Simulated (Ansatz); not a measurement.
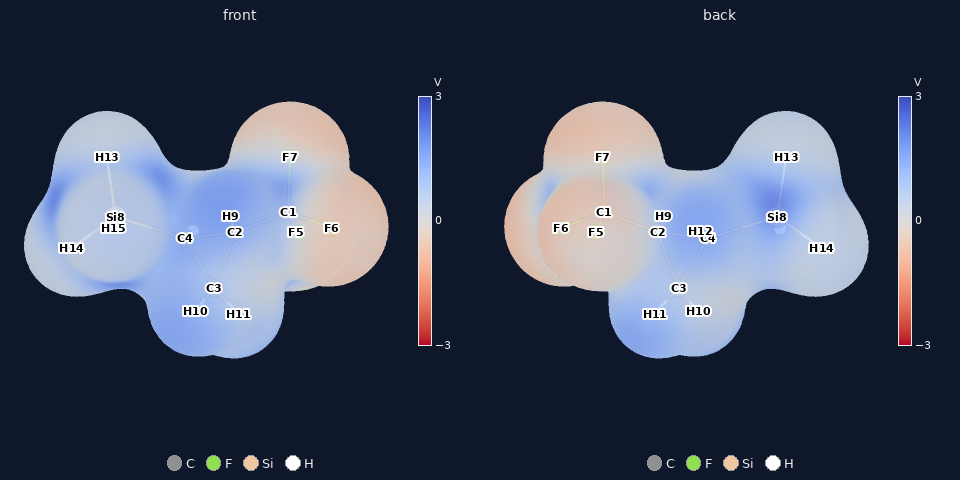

*C$_{4}$H$_{7}$F$_{3}$Si. The electrostatic potential painted on the density surface at 0.004 e/bohr³, seen from the front and from behind; the colour scale runs from red (negative) to blue (positive).*

Geometry: B3LYP-D3(BJ)/def2-SVP.

Computed with isolated molecule in a Gaussian basis; Kohn-Sham density functional theory, functional PBE0 in Ansatz 0.2.0.

The calculation's input:

```
crystal:
  periodic: [false, false, false]
  atoms:
    - symbol: C
      position_ang: [-2.131238, 0.554678, 1.223728]
    - symbol: C
      position_ang: [-1.331751, 0.357186, -0.028493]
    - symbol: C
      position_ang: [-1.900517, 0.767223, -1.352830]
    - symbol: C
      position_ang: [-1.750372, -0.704193, -1.023367]
    - symbol: F
      position_ang: [-3.452154, 0.383256, 1.014619]
    - symbol: F
      position_ang: [-1.962993, 1.792189, 1.723069]
    - symbol: F
      position_ang: [-1.762930, -0.312338, 2.183555]
    - symbol: Si
      position_ang: [-0.459236, -1.770470, -1.866580]
    - symbol: H
      position_ang: [-0.263847, 0.517527, 0.150339]
    - symbol: H
      position_ang: [-1.215210, 1.223351, -2.072637]
    - symbol: H
      position_ang: [-2.913161, 1.177482, -1.364099]
    - symbol: H
      position_ang: [-2.691631, -1.207240, -0.775352]
    - symbol: H
      position_ang: [-0.093942, -2.937948, -1.013657]
    - symbol: H
      position_ang: [-0.965885, -2.268891, -3.177970]
    - symbol: H
      position_ang: [0.754868, -0.932077, -2.097352]
basis:
  gaussian: {orbitals: def2-SVPD}
hamiltonian: {xc: pbe0}
output: {forces: true, orbitals: {seedname: orbitals}}
```

Run with:

```sh
ansatz run input.yaml --threads 2 --pin off --max-ram 5220MiB --events-out events.jsonl --progress --plain --runs-dir runs
```

Q: Where is the surface potential most negative and most positive?

A: The most negative region (about −0.6 V, or −14 kcal/mol for a unit charge) lies over F6 and F7, the most positive (about +2.0 V, or +46 kcal/mol for a unit charge) over Si8.
